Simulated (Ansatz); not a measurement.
**Run report: HfH2ClOF3, nudged elastic band**

HfH2ClOF3, computed with RKS r2SCANh-D4/def2-SVP (Ansatz 0.2.0).

It belongs to a series of runs on one base structure; here: band between the two ends. Figures and captions count atoms from 1; the log counts them from 0 in places.

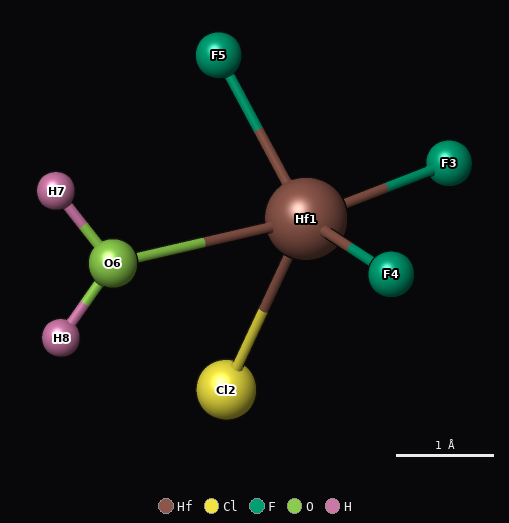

*The input geometry (ball-and-stick view, seen at a tilt; atoms are numbered from 1 in the order of the input). Sticks mark near contacts.*

Bond lengths as drawn: Cl–Hf 2.39 Å, F–Hf 1.90 to 1.92 Å, Hf–O 2.34 Å and H–O 0.97 Å.

Input file
```yaml
crystal:
  periodic: [false, false, false]
  atoms:
    - { symbol: Hf, position_ang: [-0.026615, 0.05377, 0.103882] }
    - { symbol: Cl, position_ang: [0.382626, 0.084724, 2.461294] }
    - { symbol: F, position_ang: [1.760526, -0.107168, -0.533798] }
    - { symbol: F, position_ang: [-0.532795, 1.73316, -0.642025] }
    - { symbol: F, position_ang: [-0.770906, -1.483535, -0.78383] }
    - { symbol: O, position_ang: [-2.228337, -0.097353, 0.873451] }
    - { symbol: H, position_ang: [-2.750148, -0.835625, 0.532256] }
    - { symbol: H, position_ang: [-2.448351, 0.022328, 1.80607] }
basis:
  gaussian: { orbitals: def2-SVP }
hamiltonian:
  xc: r2scanh
  dispersion: d4
neb:
  order_check: false
  images: 7
  f_tol: 0.05
  max_iterations: 31
  final_atoms:
    - { symbol: Hf, position_ang: [-0.12977193, 0.20676902, 0.04584194] }
    - { symbol: Cl, position_ang: [0.06467027, 0.92305385, 2.35632665] }
    - { symbol: F, position_ang: [1.49559795, -0.75847675, -0.15197635] }
    - { symbol: F, position_ang: [0.0275088, 1.88446726, -0.83243517] }
    - { symbol: F, position_ang: [-1.20937762, -0.72503994, -1.26545298] }
    - { symbol: O, position_ang: [-1.98596503, -0.59653939, 1.06930088] }
    - { symbol: H, position_ang: [-2.6686093, -1.08825848, 0.59389689] }
    - { symbol: H, position_ang: [-2.20805314, -0.47567458, 2.00179814] }
  initial_path:
    images:
      - { positions_ang: [[-0.026615, 0.05377, 0.103882], [0.382626, 0.084724, 2.461294], [1.760526, -0.107168, -0.533798], [-0.532795, 1.73316, -0.642025], [-0.770906, -1.483535, -0.78383], [-2.228337, -0.097353, 0.873451], [-2.750148, -0.835625, 0.532256], [-2.448351, 0.022328, 1.80607]] }
      - { positions_ang: [[-0.01858938, 0.03948386, 0.08018176], [0.28010176, 0.06686543, 2.56568135], [1.79040326, -0.08251698, -0.55752719], [-0.62914472, 1.70215739, -0.64908012], [-0.80837077, -1.51820003, -0.75075027], [-2.23426408, -0.07236368, 0.83770851], [-2.76037311, -0.78422008, 0.43832122], [-2.23376296, 0.01909508, 1.85276473]] }
      - { positions_ang: [[-0.01056376, 0.02519772, 0.05648152], [0.17757752, 0.04900687, 2.6700687], [1.82028051, -0.05786595, -0.58125638], [-0.72549443, 1.67115478, -0.65613524], [-0.84583554, -1.55286505, -0.71767053], [-2.24019116, -0.04737437, 0.80196602], [-2.77059822, -0.73281515, 0.34438645], [-2.01917492, 0.01586216, 1.89945946]] }
      - { positions_ang: [[-0.00253814, 0.01091159, 0.03278128], [0.07505328, 0.0311483, 2.77445605], [1.85015777, -0.03321493, -0.60498557], [-0.82184415, 1.64015217, -0.66319036], [-0.88330031, -1.58753008, -0.6845908], [-2.24611824, -0.02238505, 0.76622353], [-2.78082332, -0.68141023, 0.25045167], [-1.80458688, 0.01262924, 1.94615419]] }
      - { positions_ang: [[0.00548748, -0.00337455, 0.00908103], [-0.02747096, 0.01328973, 2.8788434], [1.88003503, -0.00856391, -0.62871476], [-0.91819386, 1.60914956, -0.67024548], [-0.92076508, -1.62219511, -0.65151107], [-2.25204533, 0.00260427, 0.73048104], [-2.79104843, -0.6300053, 0.15651689], [-1.58999885, 0.00939631, 1.99284893]] }
      - { positions_ang: [[-0.02832737, 0.04916134, 0.01827126], [-0.00443565, 0.24073076, 2.74821421], [1.78392576, -0.19604212, -0.50953015], [-0.6817682, 1.67797898, -0.7107929], [-0.99291822, -1.39790632, -0.80499655], [-2.18552525, -0.14718165, 0.815186], [-2.76043865, -0.7445686, 0.26586189], [-1.74451242, -0.11187141, 1.99508623]] }
      - { positions_ang: [[-0.06214222, 0.10169724, 0.02746149], [0.01859965, 0.46817179, 2.61758503], [1.68781649, -0.38352033, -0.39034555], [-0.44534253, 1.74680841, -0.75134032], [-1.06507135, -1.17361752, -0.95848203], [-2.11900518, -0.29696756, 0.89989096], [-2.72982886, -0.85913189, 0.37520689], [-1.89902599, -0.23313913, 1.99732353]] }
      - { positions_ang: [[-0.09595708, 0.15423313, 0.03665172], [0.04163496, 0.69561282, 2.48695584], [1.59170722, -0.57099854, -0.27116095], [-0.20891687, 1.81563783, -0.79188775], [-1.13722448, -0.94932873, -1.1119675], [-2.0524851, -0.44675347, 0.98459592], [-2.69921908, -0.97369518, 0.48455189], [-2.05353956, -0.35440686, 1.99956084]] }
      - { positions_ang: [[-0.12977193, 0.20676902, 0.04584194], [0.06467027, 0.92305385, 2.35632665], [1.49559795, -0.75847675, -0.15197635], [0.0275088, 1.88446726, -0.83243517], [-1.20937762, -0.72503994, -1.26545298], [-1.98596503, -0.59653939, 1.06930088], [-2.6686093, -1.08825848, 0.59389689], [-2.20805314, -0.47567458, 2.00179814]] }
```

Run as:
```bash
ansatz run input.yaml --threads 4 --pin off --max-ram 5120MiB --backend cpu --events-out ev --progress --plain --runs-dir out
```

The program's output
```
Engine: ansatz 0.2.0, x86_64-unknown-linux-gnu
Functional definition: r2SCANh
  parameter a = 0.1
  parameter k0 = 0.174
  parameter k1 = 0.065
  parameter a1 = 4.9479
  exchange = (1 - a)*r2scan_x(k0 = k0, k1 = k1, a1 = a1) + a*exact_x
  correlation = r2scan_c
1175 factors; integrals over basis functions are off by at most 3.9e-4 eV
mean field evaluation 1: about -24043.9754 eV, gradient 7.1e1 eV
mean field evaluation 2: about -24012.5576 eV, gradient 1.6e2 eV
mean field evaluation 4: about -24052.0916 eV, gradient 7.2e0 eV
mean field evaluation 8: about -24052.2022 eV, gradient 6.0e-1 eV
mean field evaluation 16: about -24052.2028 eV, gradient 5.6e-5 eV
mean field -24052.20284663 eV, -883.9021514451 hartree, gradient 5.5e-5 eV, S^2 0.000000; 0 other end points of the search recorded, 0 dependent functions left out
the calculation of the forces begins
reference -24052.20287314 eV, -883.9021524193 hartree; 33, 33 occupied and 83, 83 virtual orbitals, 1175 factors
1175 factors; integrals over basis functions are off by at most 3.5e-4 eV
mean field evaluation 32: about -24052.0954 eV, gradient 3.8e-4 eV
mean field -24052.09539436 eV, -883.8982026469 hartree, gradient 7.6e-5 eV, S^2 0.000000; 0 other end points of the search recorded, 0 dependent functions left out
[... from here on the field's lines of each further geometry are left out, up to the last ...]
NEB iter   1: max|band force component| = 3.635e0 eV/Å  barrier→ = 3.4686 eV  barrier← = 3.3611 eV  Δτ_max = 0.2000 Å  (250 SCF iters)
NEB iter   2: max|band force component| = 2.558e0 eV/Å  barrier→ = 1.6787 eV  barrier← = 1.5712 eV  Δτ_max = 0.2000 Å  (238 SCF iters)
NEB iter   3: max|band force component| = 3.276e0 eV/Å  barrier→ = 0.9249 eV  barrier← = 0.8174 eV  Δτ_max = 0.0993 Å  (224 SCF iters)
NEB iter   4: max|band force component| = 1.280e0 eV/Å  barrier→ = 0.5483 eV  barrier← = 0.4408 eV  Δτ_max = 0.1956 Å  (219 SCF iters)
NEB iter   5: max|band force component| = 1.620e0 eV/Å  barrier→ = 0.2636 eV  barrier← = 0.1561 eV  Δτ_max = 0.1005 Å  (215 SCF iters)
NEB iter   6: max|band force component| = 7.016e-1 eV/Å  barrier→ = 0.1508 eV  barrier← = 0.0433 eV  Δτ_max = 0.1977 Å  (204 SCF iters)
NEB iter   7: max|band force component| = 9.291e-1 eV/Å  barrier→ = 0.1075 eV  barrier← = 0.0000 eV  Δτ_max = 0.1007 Å  (213 SCF iters)
NEB iter   8: max|band force component| = 3.102e-1 eV/Å  barrier→ = 0.1046 eV  barrier← = -0.0029 eV  CI = image 7  Δτ_max = 0.1464 Å  (211 SCF iters)
NEB iter   9: max|band force component| = 4.469e-1 eV/Å  barrier→ = 0.1071 eV  barrier← = -0.0004 eV  CI = image 7  Δτ_max = 0.0428 Å  (202 SCF iters)
NEB iter  10: max|band force component| = 1.683e-1 eV/Å  barrier→ = 0.1074 eV  barrier← = -0.0001 eV  CI = image 7  Δτ_max = 0.0416 Å  (207 SCF iters)
NEB iter  11: max|band force component| = 1.053e-1 eV/Å  barrier→ = 0.1075 eV  barrier← = -0.0000 eV  CI = image 7  Δτ_max = 0.0139 Å  (202 SCF iters)
NEB iter  12: max|band force component| = 5.548e-2 eV/Å  barrier→ = 0.1074 eV  barrier← = -0.0001 eV  CI = image 7  Δτ_max = 0.0081 Å  (213 SCF iters)
the calculation of the forces begins
reference -24052.09943795 eV, -883.8983512463 hartree; 33, 33 occupied and 83, 83 virtual orbitals, 1175 factors
1175 factors; integrals over basis functions are off by at most 3.5e-4 eV
mean field -24052.09542706 eV, -883.8982038486 hartree, gradient 7.2e-6 eV, S^2 0.000000; 1 other end points of the search recorded, 0 dependent functions left out
the calculation of the forces begins
reference -24052.09545290 eV, -883.8982047981 hartree; 33, 33 occupied and 83, 83 virtual orbitals, 1175 factors
NEB iter  13: max|band force component| = 2.630e-2 eV/Å  barrier→ = 0.1075 eV  barrier← = -0.0000 eV  CI = image 7  Δτ_max = 0.0000 Å  (392 SCF iters)
```

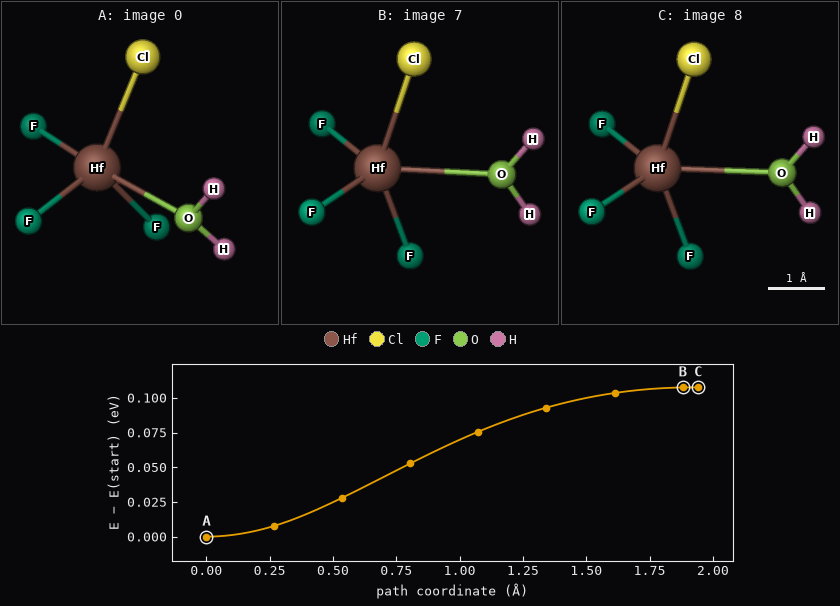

*Images of the last band (counted from 0; ball-and-stick, seen at a tilt) above the energy along the path; the line is a cubic interpolation that uses the forces.*

No image lies above both ends; the end is 0.107 eV above the start. The path is 1.94 Å long. The band converged in 13 iterations.

```
Total energy: -24052.13881505 eV, -883.8997983278 hartree
Atom 0 at    -0.131182     0.208752     0.045736 Å, force     0.001077     0.001047     0.001197 eV/Å
Atom 1 at     0.079778     0.901522     2.361616 Å, force     0.001312    -0.000824     0.003589 eV/Å
Atom 2 at     1.510498    -0.722800    -0.173810 Å, force     0.003882    -0.000704    -0.000550 eV/Å
Atom 3 at    -0.020597     1.892845    -0.827467 Å, force    -0.000439     0.001356    -0.000644 eV/Å
Atom 4 at    -1.197020    -0.749146    -1.258478 Å, force    -0.005152    -0.002412    -0.000968 eV/Å
Atom 5 at    -1.987552    -0.589539     1.068170 Å, force    -0.017295     0.001474     0.025880 eV/Å
Atom 6 at    -2.664774    -1.093454     0.597711 Å, force     0.005467    -0.004323    -0.010008 eV/Å
Atom 7 at    -2.203151    -0.477880     2.003821 Å, force     0.011148     0.004385    -0.018496 eV/Å
Dipole moment:    -1.039112    -0.491883     0.387435 e Å
this run last wrote the band of iteration 13 to [file]
```

The last band as extended XYZ (Å, eV, eV/Å)
```
8
Properties=species:S:1:pos:R:3:forces:R:3 image=0 energy=-24052.24625
Hf   -0.0266    0.0538    0.1039   -0.0018  -0.0089  -0.0020
Cl    0.3826    0.0847    2.4613   -0.0021   0.0005  -0.0008
F     1.7605   -0.1072   -0.5338   -0.0009   0.0013  -0.0009
F    -0.5328    1.7332   -0.6420   -0.0001   0.0015   0.0004
F    -0.7709   -1.4835   -0.7838    0.0040   0.0026   0.0001
O    -2.2283   -0.0974    0.8735   -0.0017  -0.0034   0.0019
H    -2.7501   -0.8356    0.5323    0.0060   0.0101   0.0091
H    -2.4484    0.0223    1.8061   -0.0034  -0.0037  -0.0079
8
Properties=species:S:1:pos:R:3:forces:R:3 image=1 energy=-24052.23845
Hf   -0.0457    0.0772    0.0888    0.0034  -0.0057  -0.0008
Cl    0.3302    0.2078    2.4558    0.0077  -0.0258   0.0030
F     1.7539   -0.1971   -0.4694    0.0043   0.0218  -0.0126
F    -0.4836    1.7539   -0.6999   -0.0145  -0.0086   0.0069
F    -0.8232   -1.4100   -0.8572    0.0140  -0.0186   0.0187
O    -2.2165   -0.1301    0.9060   -0.0057   0.0105  -0.0070
H    -2.7496   -0.8461    0.5359   -0.0025   0.0105  -0.0027
H    -2.3796   -0.0853    1.8572   -0.0068   0.0159  -0.0055
8
Properties=species:S:1:pos:R:3:forces:R:3 image=2 energy=-24052.21818
Hf   -0.0646    0.1021    0.0757    0.0003  -0.0055   0.0020
Cl    0.2948    0.3537    2.4422    0.0126  -0.0397   0.0054
F     1.7324   -0.2941   -0.4110    0.0130   0.0317  -0.0195
F    -0.4256    1.7782   -0.7488   -0.0239  -0.0122   0.0102
F    -0.8801   -1.3291   -0.9289    0.0203  -0.0324   0.0263
O    -2.1942   -0.1903    0.9382   -0.0095   0.0221  -0.0080
H    -2.7307   -0.8985    0.5580   -0.0048   0.0145  -0.0049
H    -2.3461   -0.1517    1.8918   -0.0080   0.0217  -0.0115
8
Properties=species:S:1:pos:R:3:forces:R:3 image=3 energy=-24052.19344
Hf   -0.0853    0.1304    0.0614   -0.0074  -0.0054   0.0039
Cl    0.2614    0.5036    2.4200    0.0149  -0.0405   0.0055
F     1.7011   -0.3703   -0.3610    0.0208   0.0298  -0.0208
F    -0.3788    1.8024   -0.7950   -0.0263  -0.0112   0.0106
F    -0.9339   -1.2440   -0.9990    0.0222  -0.0333   0.0263
O    -2.1607   -0.2674    0.9752   -0.0090   0.0238  -0.0169
H    -2.7070   -0.9637    0.5869   -0.0049   0.0157  -0.0035
H    -2.3109   -0.2206    1.9287   -0.0103   0.0211  -0.0051
8
Properties=species:S:1:pos:R:3:forces:R:3 image=4 energy=-24052.17059
Hf   -0.1071    0.1628    0.0480    0.0009  -0.0084   0.0087
Cl    0.2243    0.6407    2.3962    0.0128  -0.0345   0.0003
F     1.6644   -0.4240   -0.3213    0.0113   0.0263  -0.0144
F    -0.3423    1.8341   -0.8254   -0.0232  -0.0043   0.0074
F    -0.9879   -1.1437   -1.0740    0.0159  -0.0301   0.0212
O    -2.1153   -0.3604    1.0135   -0.0247  -0.0002  -0.0213
H    -2.6811   -1.0355    0.6146    0.0121   0.0285  -0.0011
H    -2.2691   -0.3036    1.9658   -0.0052   0.0226  -0.0008
8
Properties=species:S:1:pos:R:3:forces:R:3 image=5 energy=-24052.15331
Hf   -0.1114    0.1707    0.0493    0.0006  -0.0024   0.0126
Cl    0.1817    0.7175    2.3922    0.0101  -0.0231  -0.0035
F     1.6188   -0.5582   -0.2540    0.0085   0.0174  -0.0108
F    -0.2141    1.8552   -0.8237   -0.0145  -0.0035   0.0046
F    -1.0612   -1.0145   -1.1514    0.0123  -0.0229   0.0101
O    -2.0793   -0.4193    1.0282   -0.0325   0.0023   0.0105
H    -2.6888   -1.0367    0.6022    0.0071   0.0117  -0.0167
H    -2.2597   -0.3443    1.9747    0.0083   0.0205  -0.0068
8
Properties=species:S:1:pos:R:3:forces:R:3 image=6 energy=-24052.14278
Hf   -0.1230    0.1932    0.0485    0.0051  -0.0007  -0.0088
Cl    0.1387    0.8015    2.3815    0.0054  -0.0105   0.0060
F     1.5655   -0.6386   -0.2187    0.0025   0.0086  -0.0040
F    -0.1247    1.8856   -0.8152   -0.0085  -0.0036   0.0039
F    -1.1327   -0.8743   -1.2146    0.0083  -0.0107   0.0049
O    -2.0326   -0.5069    1.0499   -0.0089   0.0064  -0.0105
H    -2.6735   -1.0690    0.5947   -0.0015   0.0016  -0.0059
H    -2.2316   -0.4211    1.9912   -0.0023   0.0088   0.0144
8
Properties=species:S:1:pos:R:3:forces:R:3 image=7 energy=-24052.13879
Hf   -0.1312    0.2088    0.0457    0.0011   0.0010   0.0012
Cl    0.0798    0.9015    2.3616    0.0013  -0.0008   0.0036
F     1.5105   -0.7228   -0.1738    0.0039  -0.0007  -0.0006
F    -0.0206    1.8928   -0.8275   -0.0004   0.0014  -0.0006
F    -1.1970   -0.7491   -1.2585   -0.0052  -0.0024  -0.0010
O    -1.9876   -0.5895    1.0682   -0.0173   0.0015   0.0259
H    -2.6648   -1.0935    0.5977    0.0055  -0.0043  -0.0100
H    -2.2032   -0.4779    2.0038    0.0111   0.0044  -0.0185
8
Properties=species:S:1:pos:R:3:forces:R:3 image=8 energy=-24052.13875
Hf   -0.1298    0.2068    0.0458    0.0197  -0.0091   0.0299
Cl    0.0647    0.9231    2.3563   -0.0010   0.0001  -0.0019
F     1.4956   -0.7585   -0.1520   -0.0141   0.0057   0.0002
F     0.0275    1.8845   -0.8324   -0.0038   0.0013  -0.0074
F    -1.2094   -0.7250   -1.2655   -0.0118   0.0000  -0.0070
O    -1.9860   -0.5965    1.0693    0.0052   0.0036  -0.0118
H    -2.6686   -1.0883    0.5939    0.0009  -0.0055  -0.0051
H    -2.2081   -0.4757    2.0018    0.0049   0.0039   0.0031
```

Results in brief

```csv
quantity,value
outcome,converged
"barrier, forward",0.107 eV
"barrier, backward",0.000 eV
hardware,"4 threads of Intel Xeon @ 2.50GHz (Skylake/Cascade Lake), 32 GiB of memory available, shared host"
wall time,9.3 min (CPU time 34 min)
peak memory,0.37 GiB
```

Remarks

The order of the saddle point was not checked.
